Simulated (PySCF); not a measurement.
# C6H9ClS: the cost of one run

Computed with PySCF 2.14.0 and routines of our own; the level stands in each step. Atoms count from 0.

## (1) The starting structure

17 atoms, charge 0, multiplicity 1; geometry from: GFN2-xTB.

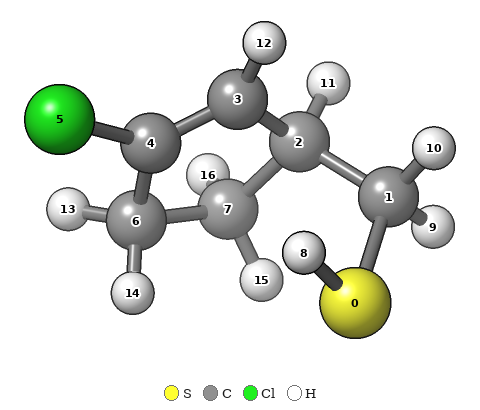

The starting geometry (sulfur yellow, carbon grey, chlorine green, hydrogen white).

## (2) Magnetic properties: GIAO BHandHLYP/pcSseg-1

Job settings and geometry (Å):

```
{"job": {"kind": "mag", "xc": "BHandHLYP", "basis": "pcSseg-1", "isotopologues": 2}, "charge": 0, "multiplicity": 1}
S      2.004475    -0.080512     1.321838
C      1.687231    -0.694845    -0.367074
C      0.244754    -0.477540    -0.831866
C     -0.090065     0.985016    -0.903886
C     -0.991686     1.316206     0.007594
Cl    -1.610422     2.891706     0.296490
C     -1.458573     0.159110     0.836328
C     -0.801199    -1.050259     0.150032
H      1.686498     1.186461     1.068102
H      1.920424    -1.758396    -0.325018
H      2.390633    -0.204423    -1.040674
H      0.161112    -0.943373    -1.819747
H      0.395649     1.648862    -1.595880
H     -2.546249     0.089890     0.848121
H     -1.121046     0.278278     1.867858
H     -0.330951    -1.710930     0.876026
H     -1.547586    -1.623221    -0.398154
```

Method: GIAO BHandHLYP/pcSseg-1 magnetisability, rotational g tensor and spin-rotation constants, non-relativistic, gas phase.

The run is started by

```bash
$ OMP_NUM_THREADS=1 python excited_run.py task.json out
```

This one command runs all jobs of the session in turn.

Q: Estimate the wall time and peak memory of this first job on 1 thread of Intel Xeon Platinum 8488C, shared host.

About 57 s, with a peak of 0.87 GiB.
